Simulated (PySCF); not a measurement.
System: C$_{8}$H$_{9}$B.

Input file:

```
{"job": {"kind": "nmr", "xc": "PBE0", "basis": "pcSseg-1", "pop": false}, "charge": 0, "multiplicity": 1}
B      2.697949    -0.097722    -0.104096
C      1.179443    -0.387336    -0.142258
C      0.365959    -0.694885    -1.162605
C     -1.085475    -0.744515    -0.739403
C     -1.392215     0.703989    -1.037686
C     -1.177579     1.462274     0.038118
C     -0.833549     0.633668     1.194444
C      0.375831    -0.335438     1.099588
C     -1.014602    -0.800084     0.783125
H      3.095055     0.981059    -0.323161
H      3.452709    -0.944287     0.184743
H      0.653585    -0.768006    -2.197361
H     -1.709223    -1.484593    -1.235401
H     -1.617456     1.045880    -2.032424
H     -1.233090     2.535436     0.086712
H     -1.062717     0.987523     2.189503
H      0.857970    -0.555490     2.041616
H     -1.552597    -1.537474     1.356546
```

Run with:

```sh
OMP_NUM_THREADS=1 python ens_run.py task.json out
```

Geometry: GFN2-xTB.

Computed with PBE0/pcSseg-1, SCF density, gas phase, non-relativistic (PySCF).

**What will maps of the electron density and electron localisation function show?**

C–C (1.34 Å): ρ at the midpoint is about 2.2 e/Å³; the ELF peaks at about 0.90 between the atoms: a short, multiple covalent bond.
C–B (1.55 Å): ρ at the midpoint is about 1.5 e/Å³; the ELF peaks at about 1 between the atoms, as expected for a covalent bond.
C–H (1.08 Å): the density is about 2 e/Å³ at the midpoint; the ELF climbs to about 1 towards the hydrogen, as it does in any bond to H (an ordinary covalent bond to hydrogen).
C–C (1.48 Å): ρ is about 1.7 e/Å³ halfway; the ELF peaks at about 0.95 between the atoms: a covalent bond.

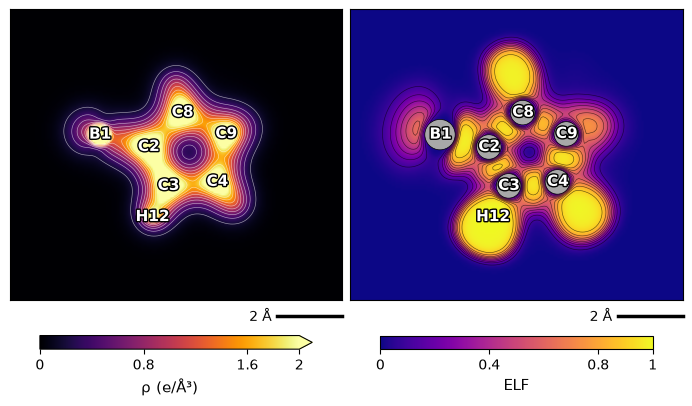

Computed electron density and electron localisation function on the plane of atoms B1, C2 and C3, in this order. Grey discs cover the atomic cores in the ELF map. 
